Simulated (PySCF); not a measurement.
C₂H₆Si, SMILES `C=C[SiH3]`.

PySCF calculation, B3LYP/def2-TZVP, gas phase; geometry: GFN2-xTB. No frequency check shows the geometry to be a minimum.

Cartesian coordinates (Å):

```
C1       1.7559    0.2760    0.0002
C2       0.6924   -0.5119   -0.0002
Si3     -1.0937    0.0783   -0.0001
H4       1.6633    1.3506   -0.0008
H5       2.7667   -0.1051    0.0004
H6       0.8533   -1.5845    0.0002
H7      -1.7640   -0.4381    1.1978
H8      -1.7657   -0.4444   -1.1930
H9      -1.1320    1.5409   -0.0031
```

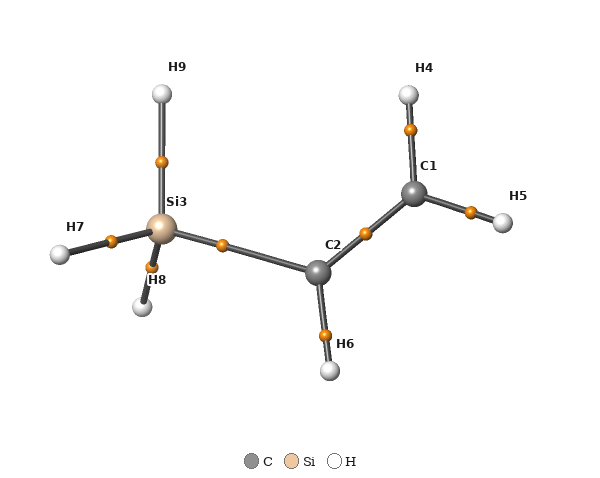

Molecular graph of the electron density (QTAIM): bond paths, bond critical points (orange), ring points (yellow, if any); weak paths are dashed.

### How many critical points of each kind are there, and does the count close?

9 nuclei, 8 bond, 0 ring and 0 cage critical points: 9 − 8 + 0 − 0 = 1, as the Poincaré–Hopf relation requires.

### What does the calculation give at each kind of bond critical point?

| bond | length (Å) | ρ (a.u.) | ∇²ρ (a.u.) | ε | H (a.u.) |
| --- | --- | --- | --- | --- | --- |
| C1–C2 | 1.324 | 0.358 | −1.12 | 0.29 | −0.428 |
| C1–H4 | 1.079 | 0.290 | −1.04 | 0.01 | −0.300 |
| C1–H5 | 1.080 | 0.288 | −1.03 | 0.01 | −0.297 |
| C2–H6 | 1.085 | 0.282 | −0.98 | 0.01 | −0.288 |
| Si3–H9 | 1.463 | 0.125 | +0.18 | 0.01 | −0.078 |
| Si3–H8 (2 alike) | 1.466 | 0.124 | +0.18 | 0.01 | −0.078 |
| C2–Si3 | 1.881 | 0.119 | +0.19 | 0.05 | −0.071 |

### What kind of interaction is C2–H6?

Shared-shell (covalent): ρ = 0.282, ∇²ρ = −0.98, H = −0.288 a.u.

The PySCF run took 18 s on 1 thread of Arm Neoverse N1, on a shared host, peak memory 0.5 GiB.
